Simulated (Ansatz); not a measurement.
The reference is Te (space group P3_121, No. 152; a = 4.624 Å, c = 5.903 Å; made of chains).

Modification: 0.328 holes added to each cell, a density of 3.0×10^21 cm⁻³, with a uniform compensating background at fixed cell and a 300 K Fermi–Dirac width.

The values are results of r2SCAN in Ansatz (plane waves to 500 eV, PAW, no spin-orbit coupling), not measurements.

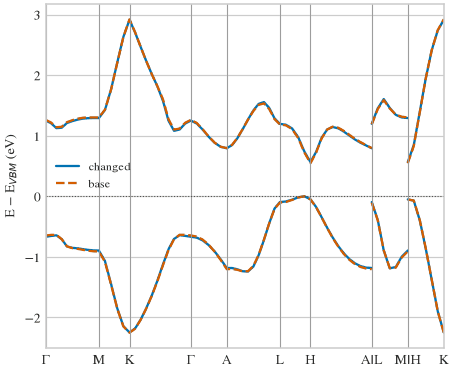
Figure: Highest valence and lowest conduction band along the path, each from its own valence-band maximum

The gap is 0.56 eV, indirect, L–H (80 % along) → H; the base has 0.55 eV.

Carriers are added with a uniform compensating background; total energy and stress of such cells depend on the potential's zero and are not compared; many-body gap narrowing is missing at this level. Spin-orbit coupling, missing from the scalar runs, can matter with Te. No phonon test of stability was made. No dispersion term is included, though the crystal is made of layers, chains or molecules, so its spacings can come out too wide.

Ansatz is a first-principles code.
